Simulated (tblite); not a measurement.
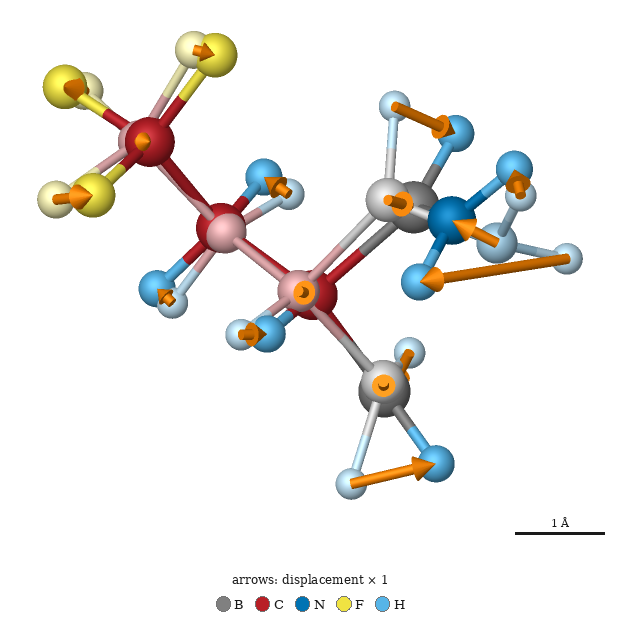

This is a relaxation of C3H8B2F3N. The starting structure is drawn faded, the final one solid; orange arrows show the displacements, at their true length. The two geometries are superimposed by the best rigid fit.

The picture is a ball-and-stick view, seen at a tilt.

Method: tblite 0.8.0, GFN2-xTB geometry optimisation, gas phase. 

Q: Atoms of which element are displaced furthest, and by how much?

A: Hydrogen: up to 2.19 Å, against 0.61 Å for fluorine.

Q: Describe the change and its energy.

A: Over 148 geometry steps the energy falls by 52.1 kcal/mol. The largest move after the best rigid fit is that of an H atom, 2.19 Å. By element the largest moves are H 2.19 Å, F 0.61 Å, N 0.58 Å, B 0.55 Å, C 0.37 Å. Some distances before and after: B–N 1.498 → 1.375 Å, C–F 1.393 → 1.343 Å, B–C 1.599 → 1.558 Å, B–H 1.206 → 1.169 Å. Bond angles that change, for instance: B–N–H 113.1° → 123.6°, B–C–C 105.6° → 114.8°, B–N–H 115.4° → 123.9°.
